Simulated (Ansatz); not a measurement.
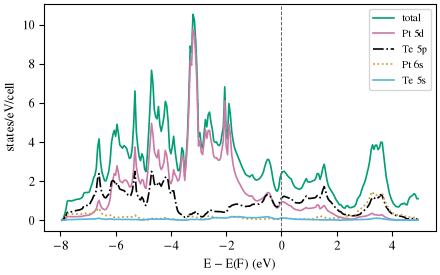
Fig. 1. Total and projected density of states of TePt (NiAs type, P6_3/mmc), plane-wave PAW PBEsol (Ansatz code)

Which orbitals carry the states next to the Fermi level?

Within 0.5 eV of the Fermi level: Te 5p 48 %, Pt 5d 39 %. Projections are on Löwdin-orthogonalised atomic valence shells; empty p or d shells of many metals are not among them.

Where is the tallest occupied peak in this window, and what makes it?

Near -3.2 eV, about 11 states/eV per cell; the largest projected share is Pt 5d.

The first step of the workflow began from a Materials Project structure, measured or hypothetical; the Crystallography Open Database files this formula in space group No. 194, but the cells were not matched. Its standing as an ambient phase is unchecked. Symmetry was held in the PBEsol relaxation; whether a distortion lowers the energy is not shown. No spin polarisation was allowed. Scalar-relativistic: spin–orbit coupling is off unless named, which matters more the heavier the elements.

Potentials: the later of the program's two PAW sets.
